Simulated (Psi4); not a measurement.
**GeF2 (SMILES [F][Ge][F]) at TPSS/cc-pVDZ (density fitting with cc-pvtz-jkfit, sweep point 4)**

What is the vertical electron affinity of GeF2 at TPSS/cc-pVDZ (density fitting with cc-pvtz-jkfit, sweep point 4)? 

The calculation is run with Psi4 1.11.

2 further runs of the same task are left out: 2 for a known fault of the program.

## Step 1: The system as given

The species is GeF2 (3 atoms), meant as a singlet with charge 0. SMILES: `[F][Ge][F]`. Geometry: relaxed at PBE0-D4/def2-TZVP.

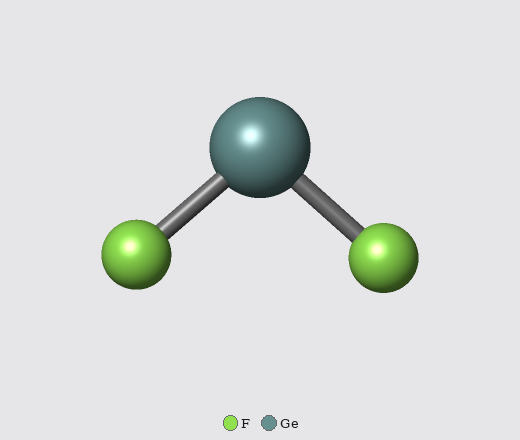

The structure, seen from a chosen angle (fluorine green, germanium teal).

## Step 2: A single-point energy at TPSS/cc-pVDZ (density fitting with cc-pvtz-jkfit, sweep point 4)

File job.in:

```
memory 1.6 GB

molecule molecule1 {
  0 1
  F     -0.675900    -1.101800    -0.497500
  Ge     0.637500    -0.295200     0.320200
  F      0.027600     1.332100     0.164100
  units angstrom
  symmetry c1
}

set {
  basis cc-pVDZ
  puream true
  scf_type df
  dft_radial_points 99
  dft_spherical_points 590
  df_basis_scf cc-pvtz-jkfit
}

e, wfn = energy("tpss", return_wfn=True)
```

Launch:

```sh
$ psi4 job.in job.out -n 1
```

job.out:

```text
[...]
  Running in c1 symmetry.
[...]
  Nuclear repulsion =  191.062717603408373
[...]
  Multiplicity = 1
[...]
  Nalpha       = 25
  Nbeta        = 25
[...]
    Number of basis functions: 55
[...]
   @DF-RKS iter   1: -2276.30758134093367   -3.26473e+00   1.74620e-02 DIIS/ADIIS
[...]
   @DF-RKS iter   7: -2276.72286920678880   -1.34076e-07   8.05802e-07 DIIS
[...]
    Orbital Energies [Eh]
    ---------------------
    Doubly Occupied:
       1A   -397.799768     2A    -49.374932     3A    -43.915116
       4A    -43.913173     5A    -43.912393     6A    -24.405677
       7A    -24.405642     8A     -6.096591     9A     -4.287397
      10A     -4.282889    11A     -4.279024    12A     -1.171554
      13A     -1.165738    14A     -1.155785    15A     -1.152716
      16A     -1.149148    17A     -1.077722    18A     -1.048281
      19A     -0.493806    20A     -0.393114    21A     -0.366477
      22A     -0.363979    23A     -0.339048    24A     -0.325298
      25A     -0.273866
[...]
  @DF-RKS Final Energy: -2276.72286920678880
   => Energetics <=
    Nuclear Repulsion Energy =            191.0627176034083732
    One-Electron Energy =               -3553.4485342810103248
    Two-Electron Energy =                1185.6240287485950375
    DFT Exchange-Correlation Energy =     -99.9610812777822559
    Empirical Dispersion Energy =           0.0000000000000000
    VV10 Nonlocal Energy =                  0.0000000000000000
    Total Energy =                      -2276.7228692067888005
[...]
 Multipole Moments:
 ------------------------------------------------------------------------------------
     Multipole            Electronic (a.u.)      Nuclear  (a.u.)        Total (a.u.)
 ------------------------------------------------------------------------------------
 L = 1.  Multiply by 2.5417464519 to convert [e a0] to [Debye]
 Dipole X            :          2.8482446           -2.0857990            0.7624456
 Dipole Y            :         -1.0902274            0.7983941           -0.2918333
 Dipole Z            :          0.0000000            0.0000000            0.0000000
 Magnitude           :                                                    0.8163884
[...]
```

Run time: 9.3 s. Hardware: 1 thread of Intel Xeon Platinum 8488C (Sapphire Rapids), shared host; peak memory 0.88 GiB.

## Step 3: The doublet anion, same level

File f2ge.in:

```
memory 1.6 GB

molecule {
  -1 2
  F     -0.675900    -1.101800    -0.497500
  Ge     0.637500    -0.295200     0.320200
  F      0.027600     1.332100     0.164100
  symmetry c1
}

set {
  reference            uks
  puream               true
  scf_type             df
  dft_radial_points    99
  dft_spherical_points 590
  df_basis_scf         cc-pvtz-jkfit
  maxiter              150
}

energy('tpss/cc-pVDZ')
```

Launch:

```sh
$ psi4 f2ge.in f2ge.out -n 1
```

f2ge.out:

```text
[...]
  Running in c1 symmetry.
[...]
  Nuclear repulsion =  191.062717603408373
[...]
  Multiplicity = 2
[...]
  Nalpha       = 26
  Nbeta        = 25
[...]
    Number of basis functions: 55
[...]
   @DF-UKS iter   1: -2276.10839431888644   -3.06554e+00   1.89447e-02 DIIS/ADIIS
[...]
   @DF-UKS iter   8: -2276.71882161291251   -2.04591e-08   6.59874e-07 DIIS
[...]
   @S^2 Observed:                7.531555644E-01
[...]
    Orbital Energies [Eh]
    ---------------------
    Alpha Occupied:
       1A   -397.495387     2A    -49.071401     3A    -43.610327
       4A    -43.610305     5A    -43.609616     6A    -24.141120
       7A    -24.141110     8A     -5.793214     9A     -3.982312
      10A     -3.978677    11A     -3.978189    12A     -0.881923
      13A     -0.868090    14A     -0.850766    15A     -0.850337
      16A     -0.847846    17A     -0.810931    18A     -0.783012
      19A     -0.232152    20A     -0.137942    21A     -0.115344
      22A     -0.111907    23A     -0.087179    24A     -0.074862
      25A     -0.016433    26A      0.122232
    Alpha Virtual:
[...]
  @DF-UKS Final Energy: -2276.71882161291251
   => Energetics <=
    Nuclear Repulsion Energy =            191.0627176034083732
    One-Electron Energy =               -3567.5860899428757875
    Two-Electron Energy =                1200.0688176574080899
    DFT Exchange-Correlation Energy =    -100.2642669308527843
    Empirical Dispersion Energy =           0.0000000000000000
    VV10 Nonlocal Energy =                  0.0000000000000000
    Total Energy =                      -2276.7188216129125067
[...]
 Multipole Moments:
 ------------------------------------------------------------------------------------
     Multipole            Electronic (a.u.)      Nuclear  (a.u.)        Total (a.u.)
 ------------------------------------------------------------------------------------
 L = 1.  Multiply by 2.5417464519 to convert [e a0] to [Debye]
 Dipole X            :          2.2103021           -2.0857990            0.1245030
 Dipole Y            :         -0.8461495            0.7983941           -0.0477554
 Dipole Z            :         -0.0000000            0.0000000           -0.0000000
 Magnitude           :                                                    0.1333476
[...]
```

Run time: 13 s. Hardware: 1 thread of Intel Xeon Platinum 8488C (Sapphire Rapids), shared host; peak memory 0.88 GiB.

## Step 4: What came out

At TPSS/cc-pVDZ (density fitting with cc-pvtz-jkfit, sweep point 4):

| quantity | value |
| --- | --- |
| singlet GeF2: total energy | -2276.72287 Eh |
| singlet GeF2: dipole moment | 2.08 D |
| singlet GeF2: HOMO energy | -7.45 eV |
| singlet GeF2: LUMO energy | -3.09 eV |
| singlet GeF2: HOMO–LUMO gap | 4.36 eV |
| doublet anion: total energy | -2276.71882 Eh |
| doublet anion: HOMO energy (highest over α and β) | 3.33 eV |
| doublet anion: LUMO energy (lowest over α and β) | 4.65 eV |
| doublet anion: ⟨S²⟩ | 0.753 |
| vertical electron affinity (to the doublet anion) | -0.110 eV |

In words: The anion lies 0.11 eV (10.6 kJ/mol) above the neutral: the electron isn't bound at this level, and such a value depends on the basis. Without diffuse functions anions come out too high. The HOMO (doublet anion) lies at positive energy, 3.33 eV, as semi-local functionals often give for anions; only total energies tell whether the electron is bound.
